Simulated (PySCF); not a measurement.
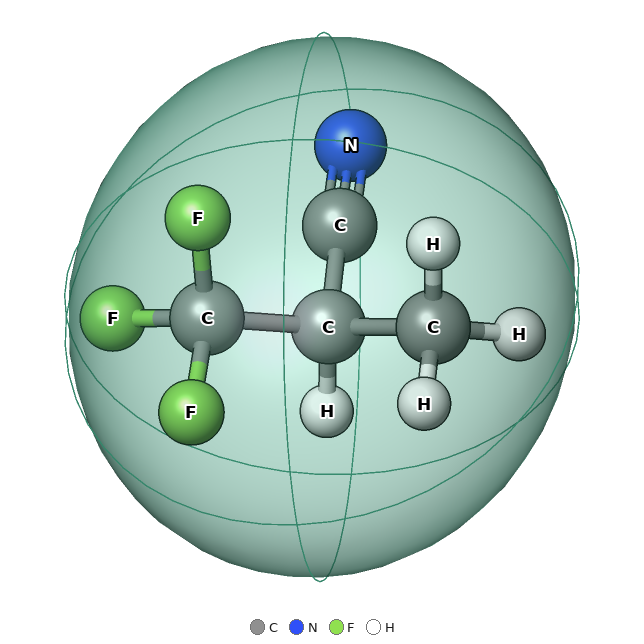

The ellipsoid shows the static dipole polarisability: its half-axes are proportional to the principal values. The geometry was computed by an optimisation with GFN2-xTB. No frequency run is at hand to confirm it as a minimum. Method: ωB97X-D/def2-SVPD (PySCF 2.14.0).

### How large and how anisotropic is the polarisability?

Principal values 45.7, 51.2, 62.8 bohr³; mean 53.2 bohr³ (7.89 Å³); anisotropy 15.1 bohr³, so the longest axis is 1.37 times the shortest.
